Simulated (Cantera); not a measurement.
Charge: 1 mol CH3SiCl3, 0.0091 mol C2H2, a varied amount of H2, equilibrated at 1350 K and 24.0 mbar.

Method: chemical equilibrium by Gibbs-energy minimisation in Cantera with the NASA 1993 tables (ideal gas, pure condensed phases). Candidate condensed phases: C, C6H6, C7H8, C8H18, Si, SiC; 109 gas species. The feed counts by its element totals alone. The numbers say what is thermodynamically allowed, not how fast it happens.

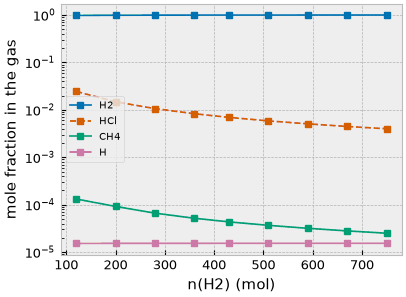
Equilibrium gas composition (values under 1e-9 drawn at 1e-9)

Read off the mole fractions at 120 mol H2.

H2 about 0.98, HCl about 0.024, CH4 about 0.00013, H about 1.5e-5.
